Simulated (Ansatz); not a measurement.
Starting cell, Co (hcp, Mg type):

```xyz
2
Lattice="2.4573 0.0000 0.0000 -1.2286 2.1281 0.0000 0.0000 0.0000 3.9686" Properties=species:S:1:pos:R:3 pbc="T T T"
Co     0.0000     1.4187     2.9765
Co     1.2286     0.7094     0.9922
```

In this cell atom 2 (Co, nearest neighbour Co at 2.439 Å; its periodic images, 2.5 Å or more away, move with it) is moved by s along Cartesian [110], unit vector (0.707, 0.707, 0.000); all other atoms and the cell stay fixed.

All values below come from PBEsol (plane waves to 420 eV, PAW, scalar-relativistic; Ansatz, a program for electronic structure). k mesh 17×17×10 (Γ-centred), Fermi-Dirac smearing 0.05 eV. E stands for the smeared free energy. With partly filled bands, energies and forces of such displacements shift with the k mesh and the smearing. F⊥ is the part of the force across the line. Co was relaxed with its symmetry unable to fall. Relaxed Co ends ferromagnetic. The magnetic order is the one the run started from; other orders were not tried. ΔE is measured from the undisplaced structure.

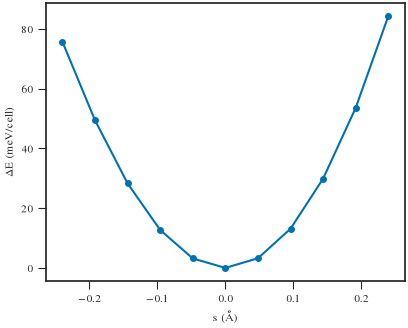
Fig. 1. ΔE (meV/cell) against s (Å); computed points joined by lines.

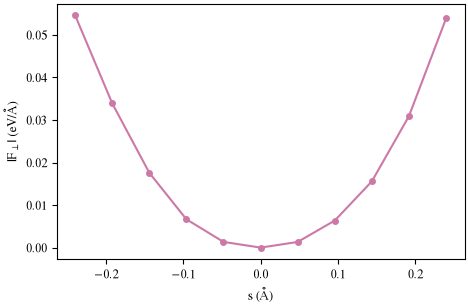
Fig. 1. |F⊥| (eV/Å) against s (Å); one marker a computed point.

The force along the line at s = -0.240 Å comes out as 0.598 eV/Å and the force constant k = d²E/ds² at s = 0 (finite differences) comes out as 2.79 eV/Å². Shape of the curve: a single well with its minimum at or next to zero displacement. Harmonic estimate at the end of the scan: ½ks² = 80 meV/cell against the computed 84 meV/cell, so the well is stiffer than harmonic there. Symmetry of the curve: not even: the positive side lies higher at ±0.240 Å.

With its periodic images moving along, the atom's site symmetry in this cell is -6m2.

(A displaced cell: forces are minus the slopes of the energy, force constants its curvatures, and phonons follow from these.)
